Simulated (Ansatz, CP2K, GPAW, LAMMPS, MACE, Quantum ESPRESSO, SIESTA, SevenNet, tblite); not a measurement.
**Amorphous Hg33S25Se8 (66 atoms), the geometry as built**

66 atoms (33 Hg, 25 S, 8 Se) placed at random at 7.67 g/cm³, melted at 2500 K for 10 ps at fixed volume with the Stillinger-Weber II-VI potential (Zhou et al., Phys. Rev. B 88, 085309 (2013)). Quenched from 2500 K to 500 K at 30 K/ps and fixed volume, held 5 ps, then minimised at fixed cell.

Geometry: the geometry as built. Computed with SIESTA 5.4.2: Kohn-Sham DFT, PBEsol, PseudoDojo 0.4.1 norm-conserving pseudopotentials (converted to PSML), numerical atomic orbitals (DZP), diagonalisation; shift 0.01 Ry; mesh 300 Ry; levels smeared at 580 K; its forces lie 51 % r.m.s. from those of plane-wave PBE on this cell; Γ point; density 7.67 g/cm³.

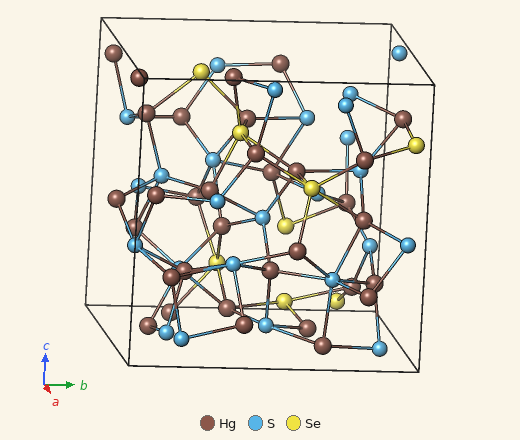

The structure (mercury brown, sulfur blue, selenium yellow). Bonds to atoms that aren't drawn are left out.

Cell vectors (Å):

```
12.034 0.000 0.000
0.000 12.034 0.000
0.000 0.000 12.034
```

Positions in Å, forces in eV/Å, q the Hirshfeld charge in e:

```tsv
atom	x	y	z	q	fx	fy	fz
Hg1	3.713	4.874	4.202	0.63	-0.398	-0.169	0.272
Hg2	4.376	5.173	0.911	0.56	-0.028	0.226	-0.205
Hg3	7.049	10.796	2.632	0.62	-0.403	0.237	-0.416
Hg4	1.947	10.265	4.927	0.63	0.153	-0.327	0.681
Hg5	6.937	7.335	7.227	0.69	-0.838	0.325	-0.175
Hg6	9.515	1.156	6.638	0.65	0.457	-0.242	-0.374
Hg7	8.774	9.932	5.615	0.56	0.058	0.678	0.357
Hg8	9.457	5.207	8.464	0.63	0.229	-0.348	0.355
Hg9	1.338	7.317	10.553	0.67	0.520	-0.117	-0.565
Hg10	2.823	10.539	1.599	0.58	0.155	-0.398	0.125
Hg11	10.791	9.520	8.551	0.68	0.885	0.191	-0.323
Hg12	6.036	0.082	5.728	0.60	-0.308	0.272	0.413
Hg13	7.557	4.415	11.243	0.64	0.534	-0.545	0.443
Hg14	0.397	4.291	4.711	0.55	0.247	-0.494	-0.186
Hg15	6.388	3.865	6.238	0.56	-0.478	0.054	-0.761
Hg16	1.369	3.301	0.053	0.59	0.003	-0.083	0.131
Hg17	10.087	0.102	11.654	0.68	-0.258	0.125	0.358
Hg18	10.508	6.983	4.632	0.56	0.576	-0.191	-0.307
Hg19	1.339	0.385	10.824	0.56	-0.084	0.570	-0.778
Hg20	0.585	3.455	8.088	0.68	0.187	-0.523	0.320
Hg21	3.818	5.665	8.737	0.62	-0.583	0.796	-0.128
Hg22	11.133	9.933	2.908	0.61	0.057	0.542	0.384
Hg23	8.684	8.532	0.324	0.63	0.068	0.085	-0.376
Hg24	3.403	1.320	3.993	0.61	-0.409	-0.074	0.517
Hg25	10.754	4.900	1.558	0.65	-0.384	0.005	-0.353
Hg26	7.566	6.373	3.193	0.64	0.043	-0.461	0.095
Hg27	4.175	1.431	8.943	0.55	0.088	-0.175	0.185
Hg28	6.881	11.636	9.500	0.61	-0.702	-0.705	0.168
Hg29	10.743	1.782	3.475	0.62	0.634	-0.485	0.225
Hg30	5.187	8.415	0.307	0.59	-0.192	0.289	-0.758
Hg31	5.153	1.823	0.260	0.61	0.755	-0.291	-0.334
Hg32	7.459	2.822	3.064	0.63	-0.007	0.285	-0.218
Hg33	1.951	7.096	6.136	0.58	0.991	0.298	0.017
S34	1.120	1.755	5.260	-0.58	0.111	0.207	-1.527
S35	5.021	9.694	10.120	-0.46	0.311	-0.294	0.416
S36	7.669	11.058	0.040	-0.65	0.586	-0.871	0.561
S37	5.820	6.209	5.028	-0.62	0.442	-0.497	0.178
S38	0.971	10.326	7.443	-0.47	-0.020	-0.771	0.208
S39	0.502	4.849	10.258	-0.66	-0.234	0.422	-0.666
S40	8.131	0.619	4.238	-0.74	-0.369	0.525	0.460
S41	2.538	4.545	6.714	-0.65	0.125	1.093	-0.699
S42	3.700	11.843	11.593	-0.61	0.428	0.558	0.168
S43	2.881	8.298	8.635	-0.44	-0.533	-1.098	0.022
S44	9.871	5.787	11.227	-0.57	-0.484	0.176	0.146
S45	8.740	8.775	3.101	-0.76	-0.100	-0.025	-0.014
S46	6.830	6.425	0.742	-0.71	-0.739	0.447	0.621
S47	4.881	3.036	2.625	-0.72	-0.091	0.276	0.459
S48	4.261	8.679	5.762	-0.47	-1.078	-0.404	0.045
S49	10.416	3.568	6.626	-0.67	0.083	0.079	0.856
S50	7.841	2.159	0.557	-0.64	-1.242	0.967	-0.473
S51	6.534	10.042	7.252	-0.58	0.805	0.299	-0.843
S52	11.144	11.438	5.117	-0.60	-0.333	-0.318	-0.516
S53	1.677	1.038	8.254	-0.51	-0.757	0.329	1.295
S54	4.450	2.147	6.402	-0.63	1.563	-0.815	-0.160
S55	4.537	10.921	3.675	-0.67	-0.267	0.470	-0.623
S56	11.080	8.561	10.896	-0.48	-0.509	-0.173	0.164
S57	10.933	2.302	0.948	-0.66	0.734	-0.661	0.089
S58	9.456	4.514	3.815	-0.71	-0.224	0.383	-0.837
Se59	1.537	5.102	2.216	-0.62	-0.457	-0.633	0.576
Se60	2.551	7.817	0.867	-0.56	1.125	-0.048	0.016
Se61	9.641	7.570	7.093	-0.69	0.044	-0.259	-0.106
Se62	9.526	11.817	8.966	-0.67	-0.304	0.773	-0.041
Se63	0.885	7.973	3.674	-0.58	-0.666	-0.405	0.682
Se64	3.815	3.658	10.656	-0.72	-0.131	-0.094	0.486
Se65	6.520	4.993	8.710	-0.70	0.678	0.364	0.059
Se66	0.063	10.381	0.406	-0.51	-0.037	0.688	0.176
```

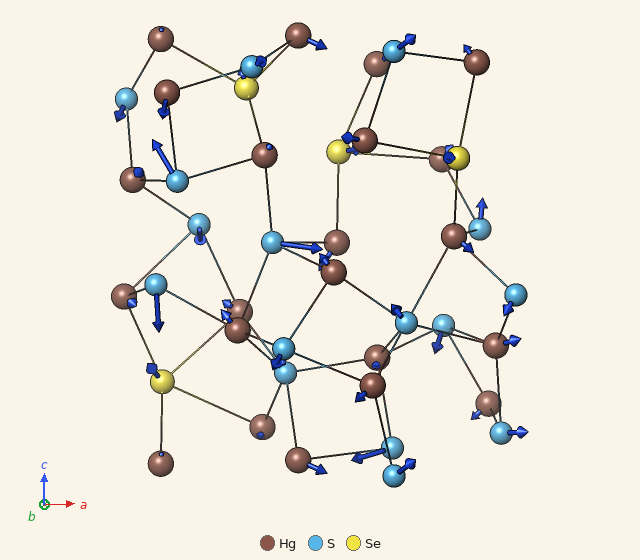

The forces as arrows, the longest 1.77 eV/Å. Drawn is a stretch of 11 Å of the 12 Å that the cell measures along a and a slice 7 Å thick, seen along the normal of the ac plane.

The quench rate of 30 K/ps is many orders above laboratory rates, so the cell is likely richer in defects and strain than a real sample. The network of bonds at the start is that of the classical potential that made the cell, and needn't be the one that DFT or experiment would give. Only the Γ point is sampled, in a cell whose shortest periodic width is 12 Å.

The r.m.s. force component is 0.497 eV/Å; the longest force, 1.77 eV/Å, acts on S54.

[Logs are printed without paths, hosts, clocks, repeated set-up lines and the standing remarks that a program may print on its own settings, such as how far it seeks lower states.]

[Hosts, paths, dates, database ids (printed as entryN), source tags and the programs' standing remarks are cut or masked in the printed files.]
